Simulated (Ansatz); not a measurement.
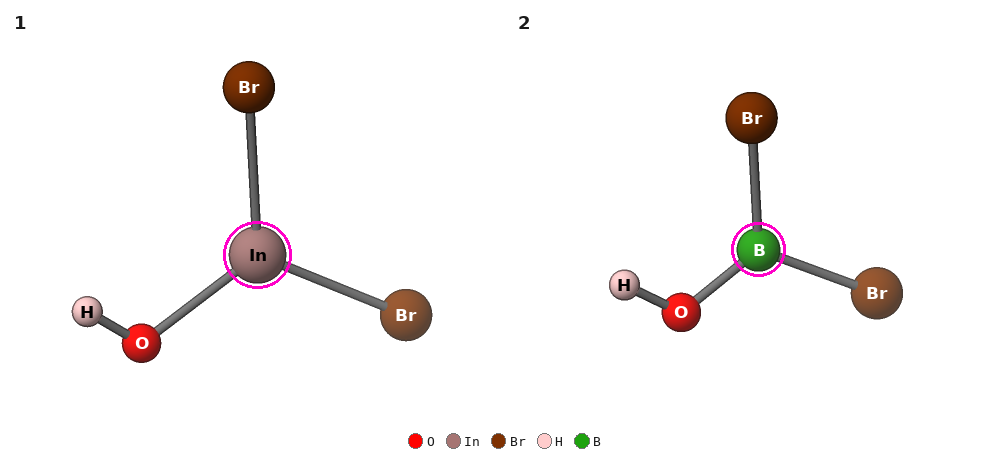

2 molecules with one skeleton, seen from the same side and at one scale; the atom that differs is circled. Each species is neutral and a spin singlet. Computed geometries: PBE0-D4/def2-TZVP optimisations, one conformation each. Properties computed with Ansatz 0.2.0. Elements past Kr carry core potentials.

One atom differs, called X below: In in panel 1, B in panel 2. Their formulas are Br2HInO (`[OH][In]([Br])[Br]`), BBr2HO (`OB(Br)Br`).

In which is the dipole moment larger (r2SCAN-D4/def2-TZVPP)?

Answer. In panel 2 (X = B).

In which is the HOMO–LUMO gap larger (r2SCAN-D4/def2-TZVPP)?

Answer. In panel 2 (X = B).

Give the values. With PBE0-D4/def2-TZVP: mean length of X–Br (Å), length of X–O (Å), mean angle O–X–Br (°). With r2SCAN-D4/def2-TZVPP: dipole moment (D), HOMO energy (Kohn–Sham orbital) (eV), HOMO–LUMO gap (eV).

| quantity | 1 (In) | 2 (B) | 2 − 1 |
| --- | --- | --- | --- |
| mean length of X–Br (Å) | 2.439 | 1.916 | −0.523 |
| length of X–O (Å) | 1.964 | 1.337 | −0.627 |
| mean angle O–X–Br (°) | 119.1 | 120.0 | +0.9 |
| dipole moment (D) | 1.17 | 1.76 | +0.59 |
| HOMO energy (Kohn–Sham orbital) (eV) | −7.75 | −7.37 | +0.38 |
| HOMO–LUMO gap (eV) | 4.46 | 6.02 | +1.56 |
